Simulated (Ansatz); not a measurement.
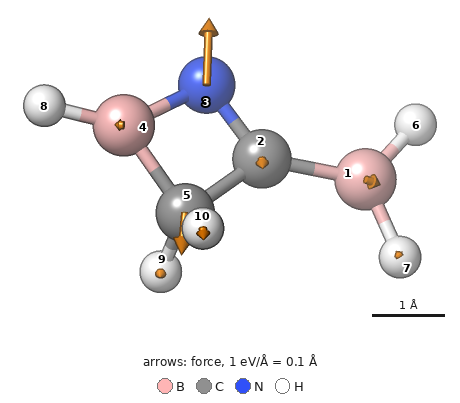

Starting geometry of C₂H₅B₂N with the computed forces as orange arrows. A ball-and-stick model, seen at a tilt.

The run prepares the start of a later molecular dynamics calculation, from a guessed geometry.

Theory: Ansatz, RKS B3LYP-D4/STO-3G. Set-up: no spin polarisation; force threshold 0.02 eV/Å; at most 40 steps.

Q: What follows when this structure is relaxed?

A: It isn't relaxed: the largest force vector, on N3, is 10.22 eV/Å. The final displacements have little in common with the starting forces (cosine between the two patterns 0.14). The largest move after the best rigid fit is that of H7, 1.36 Å. Largest moves by element: H 1.36 Å, N 0.47 Å, C 0.33 Å, B 0.21 Å. Some distances before and after: N3–C5 1.993 → 2.294 Å, C2–N3 1.299 → 1.385 Å, B4–C5 1.501 → 1.583 Å, C2–C5 1.483 → 1.560 Å. Among the angles between lasting bonds that change: C2–N3–B4 96.5° → 79.5°, C2–C5–B4 88.4° → 72.2°, N3–B4–H8 139.6° → 126.7°. Groups turn about B1–C2 by about 50°, N3–B4 by about 35°, C2–C5 by about 30°. Over 18 accepted moves (20 points after the start) the energy falls by 42.6 kcal/mol. Largest force component: 9.1 eV/Å at the start, 0.013 eV/Å at the end. The line search rejected the trial steps at points 14, 17 of the run.

Limits of the set-up: STO-3G is a minimal basis, so the numbers are rough.
